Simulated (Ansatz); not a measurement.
# One shape, several levels: AsH2 (SMILES [AsH2])

Wanted: a comparison of 6 runs (U-revPBE/cc-pVTZ, U-wB97X/cc-pVTZ, UBHLYP/cc-pVTZ, UPBE/cc-pVTZ, RPA@PBE0/cc-pVTZ, UMP2/cc-pVTZ) of AsH2. 

The calculation is run with Ansatz 0.2.0.

34 further runs of the same task are left out: 34 set aside as unsound or not needed.

## Step 1: The structure to begin with

AsH2: 3 atoms, total charge 0, spin state doublet. SMILES: `[AsH2]`. The As1–H2 distance was set to 2.747 Å, away from the relaxed value. At this shape a bond of the SMILES string is far longer than usual.

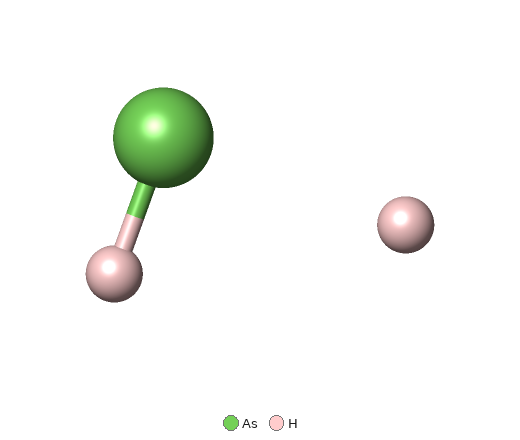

Viewed from a chosen angle; arsenic green, hydrogen pink.

## Step 2: The energy at U-revPBE/cc-pVTZ (run 1)

job.yaml

```yaml
crystal:
  periodic: [false, false, false]
  atoms:
    - symbol: As
      position_ang: [-1.576269, -0.047204, -0.861900]
    - symbol: H
      position_ang: [0.680410, 0.795730, 0.459110]
    - symbol: H
      position_ang: [-1.110049, -1.497794, -0.771430]
basis:
  gaussian:
    orbitals: cc-pVTZ
magnetization:
  spin_polarized: true
  initial_magnetization: 1
hamiltonian:
  xc: {name: revPBE}
accuracy: high
output:
  orbitals: {seedname: orbitals}
```

Command:

```bash
ansatz run job.yaml --threads 1 --pin off --max-ram 3480MiB --events-out events.jsonl --progress --plain --runs-dir runs
```

The log of the run:

```text
Warning: RAYON_NUM_THREADS=1 ignored (pool sized by the plan → 1); use --threads N
Functional definition: revPBE
  name "revPBE"
  parameter kappa = 1.245
  parameter beta = 0.06672455060314922
  exchange = pbe_x(kappa = kappa, mu = beta*pi^2/3)
  correlation = pbe_c(beta = beta)
968 factors; integrals over basis functions are off by at most 4.4e-9 eV
mean field evaluation 1: about -60865.4148 eV, gradient 1.2e1 eV
mean field evaluation 2: about -60857.6484 eV, gradient 2.5e1 eV
mean field evaluation 4: about -60866.3954 eV, gradient 2.1e0 eV
mean field evaluation 8: about -60866.4995 eV, gradient 6.4e-1 eV
mean field evaluation 16: about -60866.5770 eV, gradient 1.7e-2 eV
mean field evaluation 32: about -60866.5765 eV, gradient 1.5e-1 eV
mean field evaluation 64: about -60866.3736 eV, gradient 2.8e-1 eV
mean field -60866.57705808 eV, -2236.8054500365 hartree, gradient 3.5e-8 eV, S^2 1.253250; 6 other end points of the search recorded, 0 dependent functions left out
reference -60866.57706162 eV, -2236.8054501667 hartree; 18, 17 occupied and 53, 54 virtual orbitals, 968 factors
Total energy: -60866.57706162 eV, -2236.8054501667 hartree
```

It took 4.8 s on 1 thread of Intel Xeon 6975P-C (Granite Rapids), shared host; peak memory 0.17 GiB.

## Step 3: The energy at U-wB97X/cc-pVTZ (run 2)

job.yaml: that of step 2 with these lines changed.

```diff
@@ -15,4 +15,2 @@
   initial_magnetization: 1
-hamiltonian:
-  xc: {name: revPBE}
 accuracy: high
@@ -20 +18,3 @@
   orbitals: {seedname: orbitals}
+hamiltonian:
+  xc: {name: wB97X}
```

Command:

```bash
ansatz run job.yaml --threads 1 --pin off --max-ram 3480MiB --events-out events.jsonl --progress --plain --runs-dir runs
```

The log of the run, cut to the lines that bear on the results:

```text
Warning: RAYON_NUM_THREADS=1 ignored (pool sized by the plan → 1); use --threads N
Functional definition: wB97X
  name "wB97X"
[...]
      + exact_x_lr(omega)
[...]
      + integral(e_c_pw_opposite_spin*poly(b97_u_opposite, 1, cos1, cos2, cos3, cos4))
968 factors; integrals over basis functions are off by at most 4.4e-9 eV
227 factors; integrals over basis functions are off by at most 2.2e-9 eV
[...]
mean field -60872.03610182 eV, -2237.0060661939 hartree, gradient 8.2e-8 eV, S^2 1.445812; 6 other end points of the search recorded, 0 dependent functions left out
reference -60872.03610048 eV, -2237.0060661446 hartree; 18, 17 occupied and 53, 54 virtual orbitals, 968 factors
Total energy: -60872.03610048 eV, -2237.0060661446 hartree
```

Wall time 53 s (1 thread of Intel Xeon 6975P-C (Granite Rapids), shared host); peak memory 0.41 GiB.

Runs 3 to 5 aren't shown in full; the table further down has their settings and results.

## Step 4: The energy at UMP2/cc-pVTZ (run 6)

input.yaml

```yaml
crystal:
  periodic: [false, false, false]
  atoms:
    - {symbol: As, position_ang: [-1.576269, -0.047204, -0.861900]}
    - {symbol: H, position_ang: [0.680410, 0.795730, 0.459110]}
    - {symbol: H, position_ang: [-1.110049, -1.497794, -0.771430]}
basis:
  gaussian:
    orbitals: cc-pVTZ
accuracy: high
magnetization:
  spin_polarized: true
  initial_magnetization: 1
correlation:
  method: mp2
  frozen_orbitals: {As: 9, H: 0}
```

Command:

```bash
ansatz run input.yaml --threads 1 --pin off --max-ram 3480MiB --events-out events.jsonl --progress --plain --runs-dir runs
```

The log of the run, cut to the lines that bear on the results:

```text
Warning: RAYON_NUM_THREADS=1 ignored (pool sized by the plan → 1); use --threads N
Functional definition: HF
  name "HF"
[...]
968 factors; integrals over basis functions are off by at most 4.4e-9 eV
[...]
mean field -60825.89515184 eV, -2235.3104175577 hartree, gradient 3.7e-8 eV, S^2 1.654138; 8 other end points of the search recorded, 0 dependent functions left out
9 core orbitals not correlated: weight in the atoms' cores, before any rotation towards them, 1.000 or more for the frozen orbitals, at most 0.000 for the correlated occupied ones
reference -60825.89515184 eV, -2235.3104175577 hartree; 9, 8 occupied and 53, 54 virtual orbitals, 968 factors
second order -4.56568150 eV of doubles, -0.00000000 eV of singles
Total energy: -60830.46083334 eV, -2235.4782032579 hartree
```

Wall time 3.3 s (1 thread of Intel Xeon 6975P-C (Granite Rapids), shared host); peak memory 0.17 GiB.

## Step 5: All runs side by side

| run | level | frozen core orbitals | energy (Eh) | HOMO energy (eV) | LUMO energy (eV) | ⟨S²⟩ | wall time |
| --- | --- | --- | --- | --- | --- | --- | --- |
| 1 | U-revPBE/cc-pVTZ | – | -2236.805450 | -6.01 | -4.03 | 1.253 | 4.8 s |
| 2 | U-wB97X/cc-pVTZ | – | -2237.006066 | -9.31 | -1.61 | 1.446 | 53 s |
| 3 | UBHLYP/cc-pVTZ | – | -2236.962360 | -8.06 | -2.24 | 1.481 | 8.4 s |
| 4 | UPBE/cc-pVTZ | – | -2236.636887 | -6.01 | -4.16 | 1.241 | 4.2 s |
| 5 | RPA@PBE0/cc-pVTZ | 9 | -2235.590166 | – | – | 1.447 | 13 s |
| 6 | UMP2/cc-pVTZ | 9 | -2235.478203 | – | – | 1.654 | 3.3 s |

## Step 6: What came out

| quantity | value |
| --- | --- |
| run 6: total energy | -2235.47820 Eh |
| run 6: correlation energy (9 core orbitals frozen) | -167.8 mEh |
| run 6: ⟨S²⟩ of the reference determinant | 1.654 |

In words: Totals of different functionals can't be ranked against each other. Spin contamination of the reference: run 6 ⟨S²⟩ = 1.65, run 3 ⟨S²⟩ = 1.48, run 5 ⟨S²⟩ = 1.45, run 2 ⟨S²⟩ = 1.45, run 1 ⟨S²⟩ = 1.25, run 4 ⟨S²⟩ = 1.24. Where it is this large, the reference is a mixture of spin states, and values that rest on it are in doubt. All runs together took 86 s, the longest 53 s.
